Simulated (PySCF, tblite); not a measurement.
# C₄H₅Cl: changes of charge

Wanted: changes of charge for C₄H₅Cl (`C=CC(=C)Cl`).

Computed with tblite 0.8.0 and PySCF 2.14.0 and routines of our own; the level stands in each step. Atoms count from 0.

### Step 1. The system as given

10 atoms, charge 0, multiplicity 1; geometry from: start built from the parent or by distance geometry.

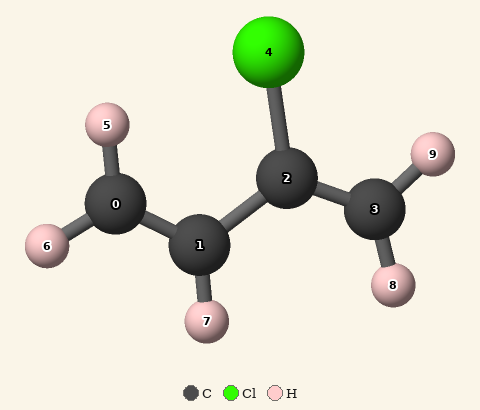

The starting geometry (carbon dark grey, chlorine green, hydrogen pink).

### Step 2. Relaxing the molecule with GFN2-xTB

What the job is given:

```
{"job": {"kind": "relax", "xc": "GFN2-xTB", "basis": "xTB"}, "charge": 0, "multiplicity": 1}
C     -1.741800     0.093300     0.283300
C     -0.675000    -0.255100    -0.411000
C      0.640900     0.124800     0.177600
C      1.781100    -0.147500    -0.414400
Cl     0.633300     1.035000     1.680000
H     -1.700400     0.665600     1.211800
H     -2.754600    -0.139400    -0.055500
H     -0.725100    -0.815500    -1.302900
H      1.883200    -0.724700    -1.318300
H      2.676200     0.172800     0.104500
```

On the command line:

```
OMP_NUM_THREADS=1 python redox_run.py task.json out
```

The driver reads the jobs from task.json and runs them one after another.

What it wrote:

```text
step      E/eV     max force
  0    -424.40972    2.475
  1    -424.50364    0.935
  2    -424.52857    0.689
  3    -424.55410    0.398
  4    -424.56716    0.306
  5    -424.57180    0.266
  6    -424.57845    0.272
  7    -424.58457    0.309
  8    -424.59129    0.306
  9    -424.59642    0.230
 10    -424.60014    0.158
 11    -424.60307    0.166
 12    -424.60582    0.178
 13    -424.60827    0.143
 14    -424.61025    0.119
 15    -424.61166    0.113
 16    -424.61241    0.068
 17    -424.61275    0.053
 18    -424.61301    0.046
 19    -424.61331    0.053
 20    -424.61360    0.049
 21    -424.61381    0.042
 22    -424.61393    0.032
 23    -424.61400    0.024
 24    -424.61406    0.018
 25    -424.61409    0.014
 26    -424.61411    0.011
 27    -424.61412    0.009
```

Run time: 0.12 s. Hardware: 1 thread of Arm Neoverse V1, shared host.

The steps of the relaxation:

```csv
step,energy from step 0 (eV),largest force (eV/Å)
0,0.0000,2.4753
1,-0.0939,0.9351
2,-0.1189,0.6892
3,-0.1444,0.3980
4,-0.1574,0.3056
5,-0.1621,0.2657
6,-0.1687,0.2724
7,-0.1748,0.3087
8,-0.1816,0.3062
9,-0.1867,0.2296
10,-0.1904,0.1584
11,-0.1934,0.1661
12,-0.1961,0.1784
13,-0.1986,0.1433
14,-0.2005,0.1186
15,-0.2019,0.1135
16,-0.2027,0.0683
17,-0.2030,0.0528
18,-0.2033,0.0464
19,-0.2036,0.0531
20,-0.2039,0.0489
21,-0.2041,0.0422
22,-0.2042,0.0322
23,-0.2043,0.0239
24,-0.2043,0.0184
25,-0.2044,0.0137
26,-0.2044,0.0110
27,-0.2044,0.0090
```

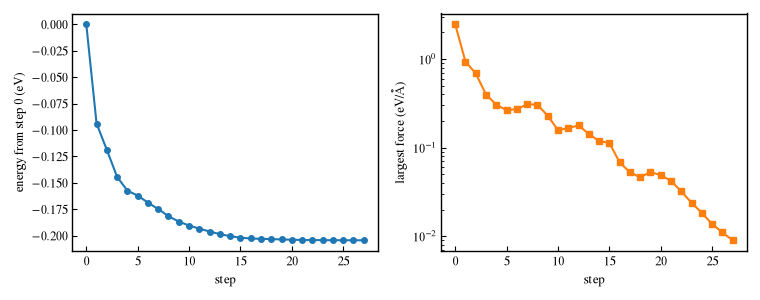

Energy and largest force along the relaxation.

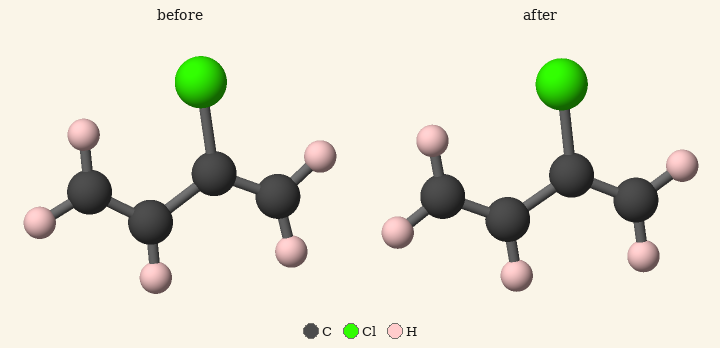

Before and after, at one scale.

Distances of close pairs at the start and the end, largest changes first:

```csv
bond,before (Å),after (Å),change (Å)
C1–C2,1.491,1.451,-0.039
C1–H7,1.055,1.082,+0.027
C2–Cl4,1.757,1.736,-0.021
C0–H6,1.093,1.076,-0.017
C2–C3,1.313,1.330,+0.017
C0–H5,1.091,1.077,-0.015
C3–H9,1.083,1.075,-0.008
C0–C1,1.320,1.327,+0.007
```

The next job starts from the end point, and lists it.

### Step 3. Vibrational analysis with GFN2-xTB

What the job is given:

```
{"job": {"kind": "ir", "xc": "GFN2-xTB", "basis": "xTB"}, "charge": 0, "multiplicity": 1}
C     -1.811192     0.096894     0.277581
C     -0.654860    -0.204139    -0.299680
C      0.659389     0.152310     0.202686
C      1.799957    -0.165093    -0.403337
Cl     0.712968     1.047145     1.689039
H     -1.858403     0.650057     1.200123
H     -2.749587    -0.202048    -0.155279
H     -0.632266    -0.760888    -1.227076
H      1.793722    -0.719216    -1.325389
H      2.758037     0.114287    -0.003723
```

What it wrote:

```text
mode    cm-1     km/mol
  1     108.8      0.10
  2     231.4      0.18
  3     362.8      2.34
  4     380.7      2.17
  5     496.7      0.95
  6     631.7      1.95
  7     635.2      0.20
  8     724.1      1.38
  9     868.3     33.42
 10     896.1      2.98
 11     898.9      1.36
 12    1001.8     19.54
 13    1002.7     14.70
 14    1188.9     36.34
 15    1274.9      1.18
 16    1377.9      9.75
 17    1401.5      2.44
 18    1642.3     24.29
 19    1670.1      0.61
 20    3061.7     20.97
 21    3113.3      5.75
 22    3116.1      2.76
 23    3142.5     36.12
 24    3152.0     25.30
ZPE 193.678  H(298)-E 210.986  G(298)-E 117.079 kJ/mol  S 314.97 J/(mol K)
```

Wall time 0.22 s (1 thread of Arm Neoverse V1, shared host).

The strongest bands and the atoms that carry them (share of the mass-weighted mode):

```csv
cm⁻¹,km/mol,atoms
868,33.4,"H9 45 %, H8 29 %, C3 22 %"
1002,19.5,"H7 52 %, H5 39 %"
1003,14.7,"H6 20 %, H5 17 %, H7 13 %, H8 13 %"
1189,36.3,"C2 45 %, C1 19 %, H8 10 %"
1642,24.3,"C2 48 %, C3 42 %"
3062,21.0,H7 91 %
3142,36.1,"H6 54 %, H5 34 %"
3152,25.3,"H9 65 %, H8 25 %"
```

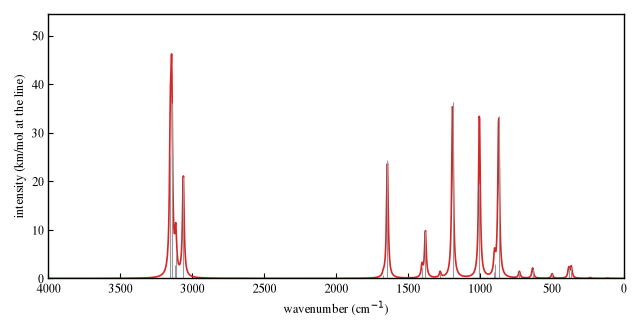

The infrared spectrum from these modes, unscaled. Lines are broadened to a width of 14 cm⁻¹ (Lorentzian).

### Step 4. Optimising the geometry at PBE0-D3(BJ)/def2-SVP

Settings changed since step 3:

```diff
@@ -1,2 +1,2 @@
-{"job": {"kind": "ir", "xc": "GFN2-xTB", "basis": "xTB"}, "charge": 0, "multiplicity": 1}
+{"job": {"xc": "PBE0", "basis": "def2-SVP", "d3": "d3bj", "grid": 1, "kind": "geom"}, "charge": 0, "multiplicity": 1}
 C     -1.811192     0.096894     0.277581
```

What it wrote:

```text
step   0  E = -614.99604050  max force = 0.010410
step   1  E = -614.99728160  max force = 0.001326
step   2  E = -614.99728738  max force = 0.000116
optimisation converged
```

Run time: 9.1 s. Hardware: 1 thread of Arm Neoverse V1, shared host.

Step by step:

```csv
step,energy from step 0 (eV),largest force component (eV/Å)
0,0.0000,0.5353
1,-0.0338,0.0682
2,-0.0339,0.0060
```

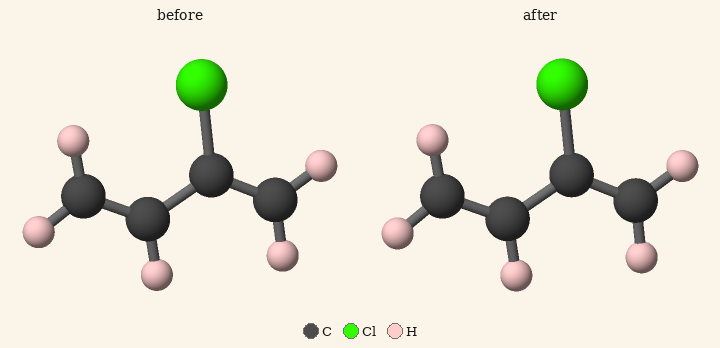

Before and after, at one scale.

Distances of close pairs at the start and the end, largest changes first:

```csv
bond,before (Å),after (Å),change (Å)
C3–H8,1.076,1.092,+0.017
C0–H6,1.076,1.092,+0.016
C0–H5,1.077,1.093,+0.016
C3–H9,1.075,1.090,+0.015
C1–H7,1.082,1.095,+0.013
C0–C1,1.327,1.337,+0.010
C2–C3,1.330,1.340,+0.010
C1–C2,1.451,1.460,+0.008
```

The next job starts from the end point, and lists it.

```csv
at the end point,value
point group (found at 0.08 Å tolerance),Cs
"rotational constants (GHz, main isotopes)","5.426, 3.752, 2.218"
dipole moment (D),1.36
```

### Step 5. Harmonic vibrations (C4H5Cl): PBE0-D3(BJ)/def2-SVP

What the job is given:

```
{"job": {"xc": "PBE0", "basis": "def2-SVP", "d3": "d3bj", "grid": 2, "kind": "hessian"}, "charge": 0, "multiplicity": 1}
C     -1.824544     0.101453     0.285060
C     -0.655685    -0.197948    -0.291281
C      0.668812     0.157826     0.209078
C      1.811338    -0.167029    -0.410655
Cl     0.731382     1.055741     1.699525
H     -1.865152     0.663551     1.221189
H     -2.767882    -0.210043    -0.168362
H     -0.638131    -0.762354    -1.229684
H      1.775233    -0.730528    -1.345711
H      2.783788     0.116004    -0.006507
```

What it wrote:

```text
coarse grid: 9072 points
cycle   1  E = -614.9017568690  dE =  4.687e-01  |g| = 3.079e-01  |ddm| = 3.382e+00
cycle   2  E = -614.8958209984  dE =  5.936e-03  |g| = 3.604e-01  |ddm| = 6.312e-01
cycle   3  E = -614.9258485280  dE = -3.003e-02  |g| = 8.435e-02  |ddm| = 3.547e-01
cycle   4  E = -614.9277005232  dE = -1.852e-03  |g| = 1.970e-02  |ddm| = 1.082e-01
cycle   5  E = -614.9277960361  dE = -9.551e-05  |g| = 6.345e-03  |ddm| = 2.659e-02
cycle   6  E = -614.9278065459  dE = -1.051e-05  |g| = 8.611e-04  |ddm| = 7.737e-03
cycle   7  E = -614.9278067172  dE = -1.713e-07  |g| = 3.745e-04  |ddm| = 1.583e-03
final grid: 83440 points
cycle   8  E = -614.9972745478  dE = -1.443e-05  |g| = 5.352e-03  |ddm| = 1.941e-02
cycle   9  E = -614.9972732924  dE =  1.255e-06  |g| = 5.797e-03  |ddm| = 1.278e-02
cycle  10  E = -614.9972825365  dE = -9.244e-06  |g| = 1.167e-03  |ddm| = 7.723e-03
cycle  11  E = -614.9972828806  dE = -3.441e-07  |g| = 1.943e-04  |ddm| = 1.322e-03
cycle  12  E = -614.9972828905  dE = -9.905e-09  |g| = 4.208e-05  |ddm| = 2.668e-04
cycle  13  E = -614.9972828909  dE = -4.077e-10  |g| = 1.648e-05  |ddm| = 5.504e-05
cycle  14  E = -614.9972828910  dE = -6.185e-11  |g| = 5.081e-06  |ddm| = 1.827e-05
converged SCF energy = -614.9972828910

mode    cm-1
  1     157.4
  2     251.2
  3     390.4
  4     428.5
  5     527.9
  6     658.5
  7     673.3
  8     765.2
  9     898.9
 10     904.3
 11     952.8
 12    1014.0
 13    1021.5
 14    1247.8
 15    1298.4
 16    1380.6
 17    1426.0
 18    1675.9
 19    1738.9
 20    3176.6
 21    3184.4
 22    3191.3
 23    3287.0
 24    3298.4
ZPE 200.669  H(298)-E 217.224  G(298)-E 124.810 kJ/mol  S 309.96 J/(mol K)
```

It took 1.7 min on 1 thread of Arm Neoverse V1, shared host; peak memory 1.4 GiB.

Zero-point energy 200.67 kJ/mol (xTB gave 193.68).

### Step 6. Single point (C4H5Cl): wB97X-D3(BJ)/ma-def2-TZVP

Geometry: PBE0-D3(BJ)/def2-SVP.

Settings changed since step 5:

```diff
@@ -1,2 +1,2 @@
-{"job": {"xc": "PBE0", "basis": "def2-SVP", "d3": "d3bj", "grid": 2, "kind": "hessian"}, "charge": 0, "multiplicity": 1}
+{"job": {"kind": "sp", "xc": "wB97X", "basis": "ma-def2-TZVP", "d3": "d3bj", "grid": 2}, "charge": 0, "multiplicity": 1}
 C     -1.824544     0.101453     0.285060
```

What it wrote:

```text
coarse grid: 9072 points
cycle   1  E = -615.7236397087  dE =  6.900e-01  |g| = 3.465e-01  |ddm| = 2.456e+00
cycle   2  E = -615.7383762638  dE = -1.474e-02  |g| = 3.167e-01  |ddm| = 6.420e-01
cycle   3  E = -615.7597457640  dE = -2.137e-02  |g| = 4.635e-02  |ddm| = 2.928e-01
cycle   4  E = -615.7604414716  dE = -6.957e-04  |g| = 1.925e-02  |ddm| = 9.716e-02
cycle   5  E = -615.7605478819  dE = -1.064e-04  |g| = 5.390e-03  |ddm| = 3.130e-02
cycle   6  E = -615.7605589582  dE = -1.108e-05  |g| = 1.387e-03  |ddm| = 1.557e-02
cycle   7  E = -615.7605600328  dE = -1.075e-06  |g| = 5.064e-04  |ddm| = 5.582e-03
final grid: 83440 points
cycle   8  E = -615.7450462325  dE = -3.388e-05  |g| = 4.691e-03  |ddm| = 5.919e-02
cycle   9  E = -615.7450478024  dE = -1.570e-06  |g| = 2.144e-03  |ddm| = 6.826e-03
cycle  10  E = -615.7450482906  dE = -4.881e-07  |g| = 2.219e-04  |ddm| = 2.057e-03
cycle  11  E = -615.7450483008  dE = -1.024e-08  |g| = 1.342e-04  |ddm| = 4.914e-04
cycle  12  E = -615.7450483053  dE = -4.466e-09  |g| = 2.172e-05  |ddm| = 1.696e-04
converged SCF energy = -615.7450483053
```

Run time: 9 s. Hardware: 1 thread of Arm Neoverse V1, shared host; peak memory 0.7 GiB.

### Step 7. Single point (C4H5Cl+ (doublet)): wB97X-D3(BJ)/ma-def2-TZVP

Geometry: PBE0-D3(BJ)/def2-SVP, that of another charge or spin state.

Settings changed since step 6:

```diff
@@ -1,2 +1,2 @@
-{"job": {"kind": "sp", "xc": "wB97X", "basis": "ma-def2-TZVP", "d3": "d3bj", "grid": 2}, "charge": 0, "multiplicity": 1}
+{"job": {"kind": "sp", "xc": "wB97X", "basis": "ma-def2-TZVP", "d3": "d3bj", "grid": 2}, "charge": 1, "multiplicity": 2}
 C     -1.824544     0.101453     0.285060
```

What it wrote:

```text
final grid: 83440 points
cycle   1  E = -615.3946643469  dE = -2.139e-02  |g| = 1.585e-01  |ddm| = 6.013e-01
cycle   2  E = -615.3989185414  dE = -4.254e-03  |g| = 1.370e-01  |ddm| = 2.353e-01
cycle   3  E = -615.4082835881  dE = -9.365e-03  |g| = 2.076e-02  |ddm| = 1.440e-01
cycle   4  E = -615.4086423352  dE = -3.587e-04  |g| = 8.551e-03  |ddm| = 1.828e-02
cycle   5  E = -615.4088949657  dE = -2.526e-04  |g| = 4.509e-03  |ddm| = 2.245e-02
cycle   6  E = -615.4089607967  dE = -6.583e-05  |g| = 1.857e-03  |ddm| = 1.170e-02
cycle   7  E = -615.4089726872  dE = -1.189e-05  |g| = 7.066e-04  |ddm| = 6.957e-03
cycle   8  E = -615.4089745184  dE = -1.831e-06  |g| = 4.137e-04  |ddm| = 2.395e-03
cycle   9  E = -615.4089753290  dE = -8.106e-07  |g| = 3.199e-04  |ddm| = 1.209e-03
cycle  10  E = -615.4089758215  dE = -4.925e-07  |g| = 1.886e-04  |ddm| = 1.088e-03
cycle  11  E = -615.4089761183  dE = -2.968e-07  |g| = 9.837e-05  |ddm| = 1.188e-03
cycle  12  E = -615.4089761700  dE = -5.161e-08  |g| = 5.561e-05  |ddm| = 6.340e-04
cycle  13  E = -615.4089761753  dE = -5.333e-09  |g| = 2.123e-05  |ddm| = 1.662e-04
converged SCF energy = -615.4089761753
```

Run time: 21 s. Hardware: 1 thread of Arm Neoverse V1, shared host; peak memory 0.8 GiB.

### Step 8. Relaxing the molecule with GFN2-xTB

This step treats C4H5Cl+ (doublet), labelled `[CH2][CH+]C(=C)Cl` (the label fixes atoms and charge, not where charge and spin sit).

What the job is given:

```
{"job": {"kind": "relax", "xc": "GFN2-xTB", "basis": "xTB"}, "charge": 1, "multiplicity": 2}
C     -1.808300     0.095300     0.279800
C     -0.666400    -0.189300    -0.314300
C      0.686300     0.150200     0.212300
C      1.808800    -0.152400    -0.431300
Cl     0.728200     1.051900     1.710900
H     -1.876200     0.661800     1.212400
H     -2.767500    -0.204200    -0.179400
H     -0.626700    -0.753300    -1.224700
H      1.784200    -0.737400    -1.346900
H      2.774400     0.113300    -0.001200
```

What it wrote:

```text
step      E/eV     max force
  0    -410.61857    3.284
  1    -410.72117    1.648
  2    -410.76784    0.534
  3    -410.77437    0.248
  4    -410.77792    0.152
  5    -410.77913    0.106
  6    -410.77954    0.077
  7    -410.77984    0.049
  8    -410.78008    0.047
  9    -410.78026    0.037
 10    -410.78038    0.041
 11    -410.78048    0.032
 12    -410.78057    0.027
 13    -410.78063    0.021
 14    -410.78067    0.023
 15    -410.78072    0.019
 16    -410.78076    0.023
 17    -410.78081    0.021
 18    -410.78083    0.013
 19    -410.78085    0.012
 20    -410.78086    0.013
 21    -410.78088    0.010
```

Run time: 0.09 s. Hardware: 1 thread of Arm Neoverse V1, shared host.

Along the way:

```csv
step,energy from step 0 (eV),largest force (eV/Å)
0,0.0000,3.2836
1,-0.1026,1.6479
2,-0.1493,0.5342
3,-0.1558,0.2485
4,-0.1594,0.1520
5,-0.1606,0.1061
6,-0.1610,0.0774
7,-0.1613,0.0489
8,-0.1615,0.0471
9,-0.1617,0.0367
10,-0.1618,0.0409
11,-0.1619,0.0315
12,-0.1620,0.0275
13,-0.1621,0.0212
14,-0.1621,0.0227
15,-0.1621,0.0191
16,-0.1622,0.0230
17,-0.1622,0.0207
18,-0.1623,0.0135
19,-0.1623,0.0122
20,-0.1623,0.0129
21,-0.1623,0.0099
```

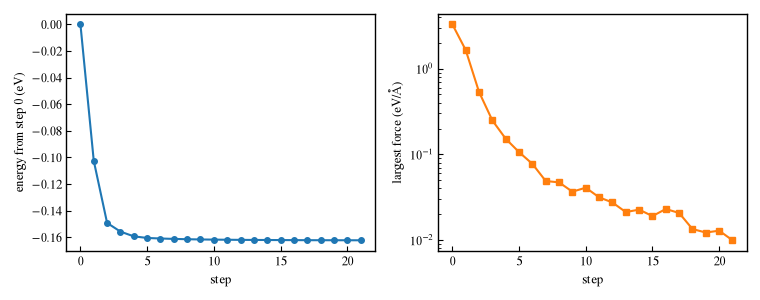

Energy and force, step by step.

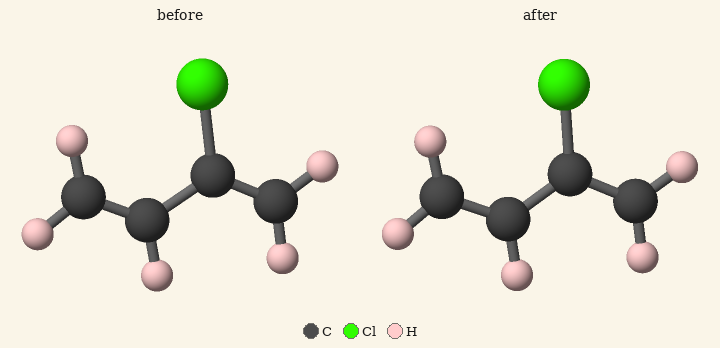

The geometry before (left) and after (right).

Close pairs (by a distance rule), those that changed most:

```csv
bond,before (Å),after (Å),change (Å)
C1–C2,1.491,1.437,-0.054
C2–C3,1.329,1.374,+0.045
C2–Cl4,1.749,1.706,-0.044
C0–C1,1.318,1.353,+0.034
C0–H6,1.105,1.079,-0.026
C0–H5,1.093,1.080,-0.014
C1–H7,1.072,1.083,+0.012
C3–H9,1.090,1.081,-0.009
```

The final coordinates are the input of the step that follows.

### Step 9. Infrared spectrum with GFN2-xTB

What the job is given:

```
{"job": {"kind": "ir", "xc": "GFN2-xTB", "basis": "xTB"}, "charge": 1, "multiplicity": 2}
C     -1.829412     0.102292     0.277387
C     -0.641069    -0.194104    -0.296579
C      0.644426     0.170555     0.231575
C      1.807871    -0.168413    -0.416573
Cl     0.766271     1.043994     1.691435
H     -1.903409     0.653953     1.202648
H     -2.756409    -0.206849    -0.179500
H     -0.619574    -0.748770    -1.226922
H      1.792656    -0.723410    -1.344404
H      2.775572     0.106733    -0.021471
```

What it wrote:

```text
mode    cm-1     km/mol
  1      48.7      0.73
  2     230.5      1.65
  3     308.9     10.36
  4     366.6      0.81
  5     410.8      0.48
  6     503.6      1.63
  7     534.8      3.18
  8     646.1      1.05
  9     871.3      5.94
 10     887.8      1.15
 11     898.0     23.53
 12     941.1     42.87
 13     973.7      8.00
 14    1179.8      8.11
 15    1246.5      8.17
 16    1308.5    111.16
 17    1354.8     11.66
 18    1437.3      5.99
 19    1553.8    130.29
 20    3055.3      9.66
 21    3062.0     68.12
 22    3086.7     34.15
 23    3102.0     16.38
 24    3124.9     12.01
ZPE 186.220  H(298)-E 204.751  G(298)-E 106.908 kJ/mol  S 328.17 J/(mol K)
```

Run time: 0.24 s. Hardware: 1 thread of Arm Neoverse V1, shared host.

The strongest bands and the atoms that carry them (share of the mass-weighted mode):

```csv
cm⁻¹,km/mol,atoms
898,23.5,"H9 33 %, H8 30 %, C3 23 %"
941,42.9,"H5 35 %, H6 35 %, C0 22 %"
1308,111.2,"H9 23 %, H8 19 %, H5 16 %, C2 14 %"
1554,130.3,"C1 50 %, C0 36 %"
3062,68.1,"H8 51 %, H9 36 %"
3087,34.1,"H5 62 %, H6 32 %"
3102,16.4,"H9 55 %, H8 35 %, C3 10 %"
3125,12.0,"H6 60 %, H5 29 %"
```

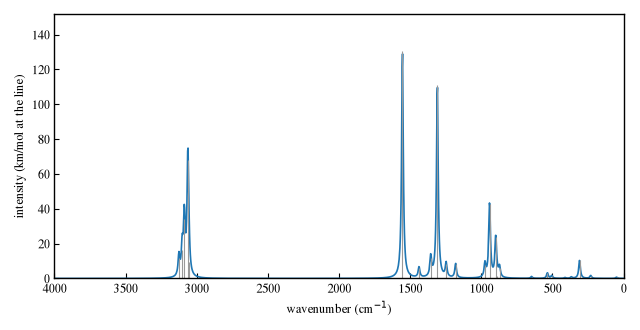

The infrared spectrum from these modes, unscaled. Lines are broadened to a width of 14 cm⁻¹ (Lorentzian).

(Part 1 of 2 ends here.)
